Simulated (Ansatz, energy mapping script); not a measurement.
# Spin model of MnS from collinear orders

How strongly do the moments of MnS couple under PBE+U (7 eV)? The plan is to run several orders and fit a Heisenberg model.

Calculated with Ansatz 0.2.0; PBE with U = 7 eV on Mn d, ortho-atomic projectors; plane waves, U on orthogonalised atomic orbitals unless named otherwise, collinear spin, no spin–orbit coupling.

Experimental background.

“Single-Crystal and Powder Neutron Diffraction Study of FeXMn1-XS Solid Solutions” (2011, arxiv:1108.4537) reports for MnS, rock salt, by neutron diffraction (x = 0): ordering temperature (Neel temperature) 150 K.

Report form: the programs' logs are mostly left out.

The database entry behind the starting cell differs from later determinations by our own check (an axis about 0.2 % short against later determinations), so it need not match the best structure at ambient conditions.

### 1. The starting structure

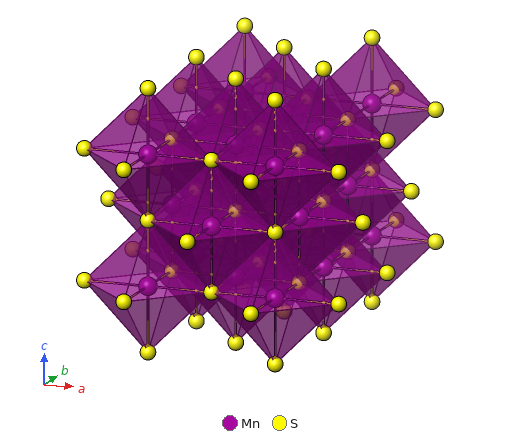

The starting structure, seen slightly off an axis (manganese purple, sulfur yellow). 1×2×1 cells are drawn. This picture shows the conventional cell, with its axes. Some periodic images of atoms are drawn too.

As a file:

```cif
data_structure
_symmetry_space_group_name_H-M 'Fm-3m'
_symmetry_Int_Tables_number 225
_cell_length_a 5.2090
_cell_length_b 5.2090
_cell_length_c 5.2090
_cell_angle_alpha 90.000
_cell_angle_beta 90.000
_cell_angle_gamma 90.000
_cell_volume 141.34
loop_
_atom_site_label
_atom_site_type_symbol
_atom_site_symmetry_multiplicity
_atom_site_Wyckoff_symbol
_atom_site_fract_x
_atom_site_fract_y
_atom_site_fract_z
_atom_site_occupancy
Mn1 Mn 4 a 0.00000 0.00000 0.00000 1
S1 S 4 b 0.50000 0.00000 0.00000 1
```

A Hubbard U penalises fractional filling of the shell. It raises the cost of virtual hops to the neighbours, so couplings that rest on such hops usually weaken.

### 2. Seed run in the crystal's own cell

A corrected shell can settle in several orbital fillings. One parallel run, with an occupation width a fifth wider than the orders use, therefore is to supply the occupation matrices. All orders start from them.

input.yaml

```yaml
crystal:
  lattice:
    - [0.0, 2.6045, 2.6045]
    - [2.6045, 0.0, 2.6045]
    - [2.6045, 2.6045, 0.0]
  atoms:
    - { symbol: Mn, position: [0.0, 0.0, 0.0], spin: 4.5 }
    - { symbol: S, position: [0.5, 0.5, 0.5] }
magnetization:
  spin_polarized: true
kpoints:
  mp_grid: { grid: [9, 9, 9] }
hamiltonian:
  xc: pbe
  hubbard:
    sites: [{ species: Mn, l: d, u_eff: 7.0 }]
    projectors: ortho-atomic
scf:
  occupations: { method: fermi_dirac, width: 0.06 }
output:
  eigenvalues: true
```

The run is started by

```sh
$ ansatz run input.yaml --threads 4 --pin off --max-ram 8192MiB --backend cpu --events-out ev --progress --plain --runs-dir out
```

The job ended after 1.2 s (4 threads of Arm Neoverse V1, shared host; peak memory 0.31 GiB; 3.4 s of CPU time).

Numbers from this step:

```yaml
final_state: ferromagnetic
electrons_in_the_corrected_shells: 5.201 e
largest_moment: 4.572 μB
```

### 3. Order 1: parallel, cell A of 4 atoms

The parallel order is the zero of energy for this cell and mesh.

input.yaml

```yaml
crystal:
  lattice:
    - [0.0, -2.6045, -2.6045]
    - [-2.6045, 0.0, -2.6045]
    - [2.6045, 2.6045, -5.209]
  atoms:
    - { symbol: Mn, position: [0.5, 0.5, 0.5], spin: 4.5 }
    - { symbol: Mn, position: [0.0, 0.0, 0.0], spin: 4.5 }
    - { symbol: S, position: [0.75, 0.75, 0.75] }
    - { symbol: S, position: [0.25, 0.25, 0.25] }
magnetization:
  spin_polarized: true
kpoints:
  mp_grid: { grid: [9, 9, 9] }
hamiltonian:
  xc: pbe
  hubbard:
    sites:
      - { species: Mn, l: d, u_eff: 7.0 }
      - { site: 0, l: d, u_eff: 7.0, starting_ns: [{ spin: up, occupation_matrix: mn1_major }, { spin: down, occupation_matrix: mn1_minor }] }
      - { site: 1, l: d, u_eff: 7.0, starting_ns: [{ spin: up, occupation_matrix: mn1_major }, { spin: down, occupation_matrix: mn1_minor }] }
    projectors: ortho-atomic
    occupation_matrices:
      mn1_major:
        matrix:
          - [0.994, 0.0, 0.0, 0.0, 0.0]
          - [0.0, 0.999, 0.0, 0.0, 0.0]
          - [0.0, 0.0, 0.999, 0.0, 0.0]
          - [0.0, 0.0, 0.0, 0.994, 0.0]
          - [0.0, 0.0, 0.0, 0.0, 0.999]
      mn1_minor:
        matrix:
          - [0.082, 0.0, 0.0, 0.0, 0.0]
          - [0.0, 0.018, 0.0, 0.0, 0.0]
          - [0.0, 0.0, 0.018, 0.0, 0.0]
          - [0.0, 0.0, 0.0, 0.082, 0.0]
          - [0.0, 0.0, 0.0, 0.0, 0.018]
scf:
  occupations: { method: fermi_dirac, width: 0.05 }
output:
  eigenvalues: true
```

Run time: 6.8 s. Hardware: 4 threads; peak memory 0.58 GiB; 25 s of CPU time.

Spin moment in the sphere by atom:

```tsv
atom	spin moment in the sphere (μB)
Mn1	4.57
Mn2	4.57
S3	0.05
S4	0.05
```

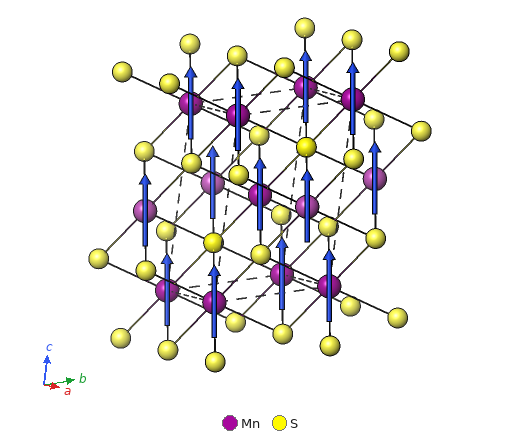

Spin moment in the sphere as arrows, the longest 4.57 μB. Up and down stand for the sign. Arrows give size and sign along the axis of quantisation, drawn up and down the page. Some periodic images of atoms are drawn too.

The run ends ferromagnetic.

### 4. Run 2 (compensated +−; cell A, 4 atoms)

This order reverses 6 of the 12 neighbours at 3.68 Å, 6 of the 6 neighbours at 5.21 Å and 12 of the 24 neighbours at 6.38 Å, counted for an average magnetic atom.

input.yaml, as its differences from that of step 3:

```diff
@@ -7,3 +7,3 @@
     - { symbol: Mn, position: [0.5, 0.5, 0.5], spin: 4.5 }
-    - { symbol: Mn, position: [0.0, 0.0, 0.0], spin: 4.5 }
+    - { symbol: Mn, position: [0.0, 0.0, 0.0], spin: -4.5 }
     - { symbol: S, position: [0.75, 0.75, 0.75] }
@@ -20,3 +20,3 @@
       - { site: 0, l: d, u_eff: 7.0, starting_ns: [{ spin: up, occupation_matrix: mn1_major }, { spin: down, occupation_matrix: mn1_minor }] }
-      - { site: 1, l: d, u_eff: 7.0, starting_ns: [{ spin: up, occupation_matrix: mn1_major }, { spin: down, occupation_matrix: mn1_minor }] }
+      - { site: 1, l: d, u_eff: 7.0, starting_ns: [{ spin: up, occupation_matrix: mn1_minor }, { spin: down, occupation_matrix: mn1_major }] }
     projectors: ortho-atomic
```

It took 6.8 s on 4 threads; peak memory 0.6 GiB.

Spin moment in the sphere by atom:

```tsv
atom	spin moment in the sphere (μB)
Mn1	4.52
Mn2	-4.52
S3	0.00
S4	0.00
```

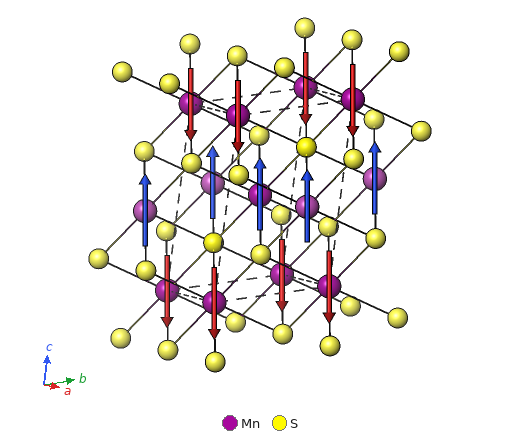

Spin moment in the sphere as arrows, the longest 4.52 μB. Up and down stand for the sign. Arrows give size and sign along the axis of quantisation, drawn up and down the page. The two directions have two colours. Some periodic images of atoms are drawn too.

The run ends antiferromagnetic, 17.32 meV a magnetic atom below the parallel order of its cell.

### 5. Parallel start in cell B (4 atoms)

The parallel order again, as the reference for this cell.

This run holds the same structure in another cell (c 6.380 → 5.209 Å, α 73.2 → 90.0°, β 73.2 → 90.0°, γ 60.0 → 90.0°).

input.yaml

```yaml
crystal:
  lattice:
    - [0.0, -2.6045, -2.6045]
    - [0.0, 2.6045, -2.6045]
    - [5.209, 0.0, 0.0]
  atoms:
    - { symbol: Mn, position: [0.5, 0.5, 0.5], spin: 4.5 }
    - { symbol: Mn, position: [0.0, 0.0, 0.0], spin: 4.5 }
    - { symbol: S, position: [0.5, 0.5, 0.0] }
    - { symbol: S, position: [0.0, 0.0, 0.5] }
magnetization:
  spin_polarized: true
kpoints:
  mp_grid: { grid: [8, 8, 6] }
hamiltonian:
  xc: pbe
  hubbard:
    sites:
      - { species: Mn, l: d, u_eff: 7.0 }
      - { site: 0, l: d, u_eff: 7.0, starting_ns: [{ spin: up, occupation_matrix: mn1_major }, { spin: down, occupation_matrix: mn1_minor }] }
      - { site: 1, l: d, u_eff: 7.0, starting_ns: [{ spin: up, occupation_matrix: mn1_major }, { spin: down, occupation_matrix: mn1_minor }] }
    projectors: ortho-atomic
    occupation_matrices:
      mn1_major:
        matrix:
          - [0.994, 0.0, 0.0, 0.0, 0.0]
          - [0.0, 0.999, 0.0, 0.0, 0.0]
          - [0.0, 0.0, 0.999, 0.0, 0.0]
          - [0.0, 0.0, 0.0, 0.994, 0.0]
          - [0.0, 0.0, 0.0, 0.0, 0.999]
      mn1_minor:
        matrix:
          - [0.082, 0.0, 0.0, 0.0, 0.0]
          - [0.0, 0.018, 0.0, 0.0, 0.0]
          - [0.0, 0.0, 0.018, 0.0, 0.0]
          - [0.0, 0.0, 0.0, 0.082, 0.0]
          - [0.0, 0.0, 0.0, 0.0, 0.018]
scf:
  occupations: { method: fermi_dirac, width: 0.05 }
output:
  eigenvalues: true
```

It took 4.8 s on 4 threads; peak memory 0.51 GiB; 18 s of CPU time.

The run ends ferromagnetic. For each magnetic atom its energy differs from the parallel run of the first cell by 0.09 meV, an error that one common reference would have brought in.

### 6. Order 4: compensated +−, cell B of 4 atoms

This order reverses 8 of the 12 neighbours at 3.68 Å, 0 of the 6 neighbours at 5.21 Å and 16 of the 24 neighbours at 6.38 Å, counted for an average magnetic atom.

input.yaml, as its differences from that of step 5:

```diff
@@ -7,3 +7,3 @@
     - { symbol: Mn, position: [0.5, 0.5, 0.5], spin: 4.5 }
-    - { symbol: Mn, position: [0.0, 0.0, 0.0], spin: 4.5 }
+    - { symbol: Mn, position: [0.0, 0.0, 0.0], spin: -4.5 }
     - { symbol: S, position: [0.5, 0.5, 0.0] }
@@ -20,3 +20,3 @@
       - { site: 0, l: d, u_eff: 7.0, starting_ns: [{ spin: up, occupation_matrix: mn1_major }, { spin: down, occupation_matrix: mn1_minor }] }
-      - { site: 1, l: d, u_eff: 7.0, starting_ns: [{ spin: up, occupation_matrix: mn1_major }, { spin: down, occupation_matrix: mn1_minor }] }
+      - { site: 1, l: d, u_eff: 7.0, starting_ns: [{ spin: up, occupation_matrix: mn1_minor }, { spin: down, occupation_matrix: mn1_major }] }
     projectors: ortho-atomic
```

Run time: 4.7 s. Hardware: 4 threads; peak memory 0.52 GiB.

The run ends antiferromagnetic, 9.83 meV a magnetic atom below the parallel order of its cell.

### 7. Order 5: parallel, cell C of 6 atoms

input.yaml

```yaml
crystal:
  lattice:
    - [0.0, 2.6045, 2.6045]
    - [-2.6045, 0.0, -2.6045]
    - [-5.209, -5.209, 5.209]
  atoms:
    - { symbol: Mn, position: [0.0, 0.0, 0.0], spin: 4.5 }
    - { symbol: Mn, position: [0.333333333, 0.666666667, 0.666666667], spin: 4.5 }
    - { symbol: Mn, position: [0.666666667, 0.333333333, 0.333333333], spin: 4.5 }
    - { symbol: S, position: [0.666666667, 0.333333333, 0.833333333] }
    - { symbol: S, position: [0.0, 0.0, 0.5] }
    - { symbol: S, position: [0.333333333, 0.666666667, 0.166666667] }
magnetization:
  spin_polarized: true
kpoints:
  mp_grid: { grid: [9, 9, 3] }
hamiltonian:
  xc: pbe
  hubbard:
    sites:
      - { species: Mn, l: d, u_eff: 7.0 }
      - { site: 0, l: d, u_eff: 7.0, starting_ns: [{ spin: up, occupation_matrix: mn1_major }, { spin: down, occupation_matrix: mn1_minor }] }
      - { site: 1, l: d, u_eff: 7.0, starting_ns: [{ spin: up, occupation_matrix: mn1_major }, { spin: down, occupation_matrix: mn1_minor }] }
      - { site: 2, l: d, u_eff: 7.0, starting_ns: [{ spin: up, occupation_matrix: mn1_major }, { spin: down, occupation_matrix: mn1_minor }] }
    projectors: ortho-atomic
    occupation_matrices:
      mn1_major:
        matrix:
          - [0.994, 0.0, 0.0, 0.0, 0.0]
          - [0.0, 0.999, 0.0, 0.0, 0.0]
          - [0.0, 0.0, 0.999, 0.0, 0.0]
          - [0.0, 0.0, 0.0, 0.994, 0.0]
          - [0.0, 0.0, 0.0, 0.0, 0.999]
      mn1_minor:
        matrix:
          - [0.082, 0.0, 0.0, 0.0, 0.0]
          - [0.0, 0.018, 0.0, 0.0, 0.0]
          - [0.0, 0.0, 0.018, 0.0, 0.0]
          - [0.0, 0.0, 0.0, 0.082, 0.0]
          - [0.0, 0.0, 0.0, 0.0, 0.018]
scf:
  occupations: { method: fermi_dirac, width: 0.05 }
output:
  eigenvalues: true
```

Elapsed: 6.2 s, on 4 threads; peak memory 0.58 GiB.

The run ends ferromagnetic. For each magnetic atom its energy differs from the parallel run of the first cell by 0.02 meV, an error that one common reference would have brought in.

### 8. Run 6 (uncompensated ++−; cell C, 6 atoms)

This order reverses 4 of the 12 neighbours at 3.68 Å, 4 of the 6 neighbours at 5.21 Å and 12 of the 24 neighbours at 6.38 Å, counted for an average magnetic atom.

input.yaml, as its differences from that of step 7:

```diff
@@ -8,3 +8,3 @@
     - { symbol: Mn, position: [0.333333333, 0.666666667, 0.666666667], spin: 4.5 }
-    - { symbol: Mn, position: [0.666666667, 0.333333333, 0.333333333], spin: 4.5 }
+    - { symbol: Mn, position: [0.666666667, 0.333333333, 0.333333333], spin: -4.5 }
     - { symbol: S, position: [0.666666667, 0.333333333, 0.833333333] }
@@ -23,3 +23,3 @@
       - { site: 1, l: d, u_eff: 7.0, starting_ns: [{ spin: up, occupation_matrix: mn1_major }, { spin: down, occupation_matrix: mn1_minor }] }
-      - { site: 2, l: d, u_eff: 7.0, starting_ns: [{ spin: up, occupation_matrix: mn1_major }, { spin: down, occupation_matrix: mn1_minor }] }
+      - { site: 2, l: d, u_eff: 7.0, starting_ns: [{ spin: up, occupation_matrix: mn1_minor }, { spin: down, occupation_matrix: mn1_major }] }
     projectors: ortho-atomic
```

Elapsed: 6.2 s, on 4 threads; peak memory 0.6 GiB; 24 s of CPU time.

The run ends ferrimagnetic, 14.64 meV a magnetic atom below the parallel order of its cell.

### 9. Run 7 (parallel; cell D, 6 atoms)

This run holds the same structure in another cell (b 3.683 → 5.209 Å, c 9.022 → 6.380 Å, α 90.0 → 114.1°, β 90.0 → 106.8°, γ 120.0 → 90.0°).

input.yaml

```yaml
crystal:
  lattice:
    - [0.0, -2.6045, -2.6045]
    - [-5.209, 0.0, 0.0]
    - [2.6045, 5.209, -2.6045]
  atoms:
    - { symbol: Mn, position: [0.666666667, 0.666666667, 0.333333333], spin: 4.5 }
    - { symbol: Mn, position: [0.333333333, 0.333333333, 0.666666667], spin: 4.5 }
    - { symbol: Mn, position: [0.0, 0.0, 0.0], spin: 4.5 }
    - { symbol: S, position: [0.666666667, 0.166666667, 0.333333333] }
    - { symbol: S, position: [0.333333333, 0.833333333, 0.666666667] }
    - { symbol: S, position: [0.0, 0.5, 0.0] }
magnetization:
  spin_polarized: true
kpoints:
  mp_grid: { grid: [8, 8, 8] }
hamiltonian:
  xc: pbe
  hubbard:
    sites:
      - { species: Mn, l: d, u_eff: 7.0 }
      - { site: 0, l: d, u_eff: 7.0, starting_ns: [{ spin: up, occupation_matrix: mn1_major }, { spin: down, occupation_matrix: mn1_minor }] }
      - { site: 1, l: d, u_eff: 7.0, starting_ns: [{ spin: up, occupation_matrix: mn1_major }, { spin: down, occupation_matrix: mn1_minor }] }
      - { site: 2, l: d, u_eff: 7.0, starting_ns: [{ spin: up, occupation_matrix: mn1_major }, { spin: down, occupation_matrix: mn1_minor }] }
    projectors: ortho-atomic
    occupation_matrices:
      mn1_major:
        matrix:
          - [0.994, 0.0, 0.0, 0.0, 0.0]
          - [0.0, 0.999, 0.0, 0.0, 0.0]
          - [0.0, 0.0, 0.999, 0.0, 0.0]
          - [0.0, 0.0, 0.0, 0.994, 0.0]
          - [0.0, 0.0, 0.0, 0.0, 0.999]
      mn1_minor:
        matrix:
          - [0.082, 0.0, 0.0, 0.0, 0.0]
          - [0.0, 0.018, 0.0, 0.0, 0.0]
          - [0.0, 0.0, 0.018, 0.0, 0.0]
          - [0.0, 0.0, 0.0, 0.082, 0.0]
          - [0.0, 0.0, 0.0, 0.0, 0.018]
scf:
  occupations: { method: fermi_dirac, width: 0.05 }
output:
  eigenvalues: true
```

Run time: 18 s. Hardware: 4 threads; peak memory 0.96 GiB.

The run ends ferromagnetic. For each magnetic atom its energy differs from the parallel run of the first cell by 0.00 meV, an error that one common reference would have brought in.

(Continued in part 2 of 2.)

[Logs and program files are shortened in this print: banners, set-up blocks, solver, clock and traceback lines can be left out without a mark of their own.]

[Logs are printed without paths, hosts, clocks, repeated set-up lines and the standing remarks that a program may print on its own settings, such as how far it seeks lower states.]

[Hosts, paths, dates, database ids (printed as entryN), source tags and the programs' standing remarks are cut or masked in the printed files.]

[Where a cell is said to come from a database of computed structures, the database is the Materials Project.]
